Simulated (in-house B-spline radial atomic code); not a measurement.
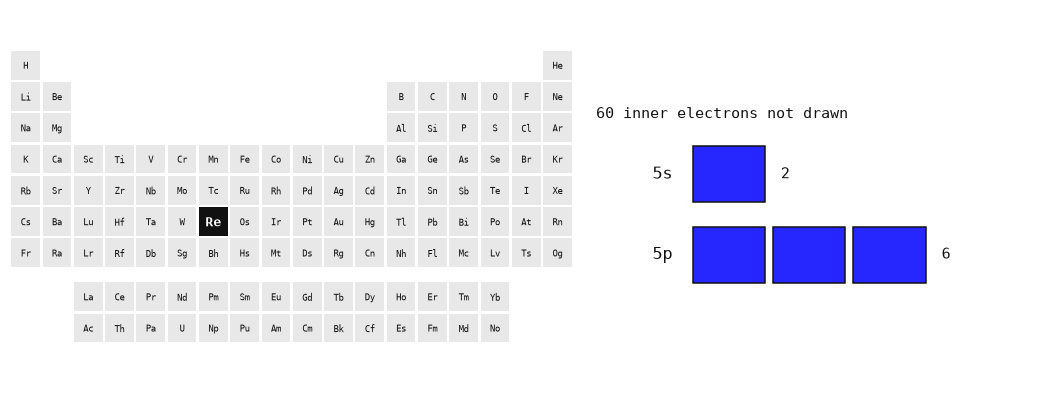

*Left, the place of rhenium in the periodic table; right, the outer shells of the closed core: a box for each of the 2l + 1 orbitals, shaded by the share of the shell that is filled, with the electron count at the right.*

## Many-body perturbation calculation for Re⁵⁺

Re⁵⁺, core [Xe] 4f14. Computed at this level: configuration interaction of two valence electrons with many-body perturbation theory for the core (screened one- and two-electron correlation potentials), Breit and QED, no-pair Dirac, B-spline basis (in-house B-spline radial atomic code).

The input:
```
basis_form = 3
Z = 75
core_configuration = [Xe] 4f14
rms_radius = 5.3698
mass_number = 187
speed_of_light = 137.035999084
box_radius = 12.857
lmax = 6
intervals = 62
virtual_cutoff = 11250.0
```

The run was one of a batch that the task file lists, launched with:
```bash
python <driver script> task.json out
```

The program writes its results to a structured record and prints no log; tables and figures of this report are taken from that record.

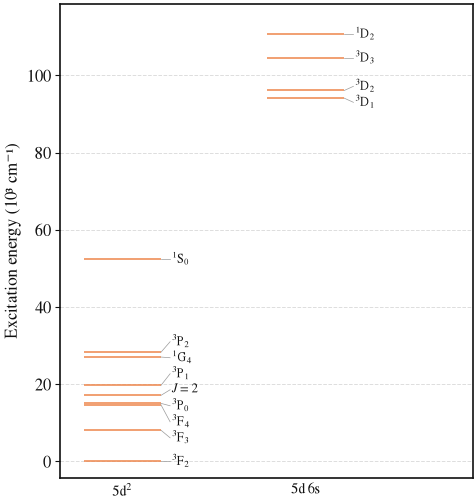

*Levels of Re⁵⁺, two electrons outside the core [Xe] 4f¹⁴. CI+MBPT: configuration interaction in the frozen-core Dirac–Hartree–Fock potential with screened core-valence correlation, Breit and QED terms; computed with a B-spline radial code.*

The lowest level is 5d² ³F₂. The first excited level, 5d² ³F₃, lies at 8,090 cm⁻¹. The ground term spreads over 14,700 cm⁻¹ in the order J = 2, 3, 4, a normal multiplet. All levels drawn have even parity, so no electric dipole line joins them. The ionisation energy is 68.38 eV, against 66.31 eV from CI without core-valence correlation and a tabulated theoretical value of 67.00 eV.

```tsv
Level	E (cm⁻¹)
5d² ³F₂	0
5d² ³F₃	8,089
5d² ³F₄	14,680
5d² ³P₀	15,040
5d² J = 2 (even, mixed, level 5)	17,100
5d² ³P₁	19,680
5d² ¹G₄	27,040
5d² ³P₂	28,270
5d² ¹S₀	52,390
5d 6s ³D₁	94,110
5d 6s ³D₂	96,100
5d 6s ³D₃	104,500
5d 6s ¹D₂	110,700
```

Key numbers:

| quantity | value |
| --- | --- |
| outcome | converged |
| hardware | 1 CPU thread, shared host |
| wall time | 1.8 min |

Notes:

Caveats: levels with the lowest nd electron over a p6 core lie up to 1200 cm⁻¹ too low for each such electron near neutrality.
